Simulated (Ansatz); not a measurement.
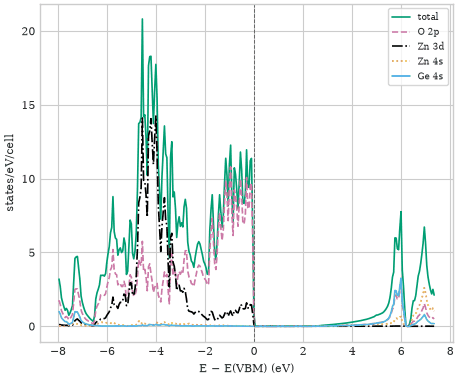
*Total and projected density of states of ZnGeO₃ in space group R-3 (No. 148; Zn on 6c, Ge on 6c, O on 18f), plane-wave PAW PBEsol (Ansatz code)*

Problem. Which orbitals carry the states next to the gap?

Solution. Top 1 eV of the valence band: O 2p 85 %, Zn 3d 12 %. Bottom 1 eV of the conduction band: Zn 4s 31 %, O 2s 29 %, Ge 4s 22 %, O 2p 15 %. Projections are on Löwdin-orthogonalised atomic valence shells; empty p or d shells of many metals are not among them.

Problem. Where is the tallest occupied peak in this window, and what makes it?

Solution. Near -4.6 eV, about 21 states/eV per cell; the largest projected share is Zn 3d.

The workflow started from a Materials Project entry (that database holds measured and hypothetical structures alike); the Crystallography Open Database copy checked does not list it. Its standing as an ambient phase is unchecked. Symmetry was held in the PBEsol relaxation; its stability against distortions is not shown here. Spin–orbit coupling is left out wherever it is not named.

Potentials: the later of the program's two PAW sets.
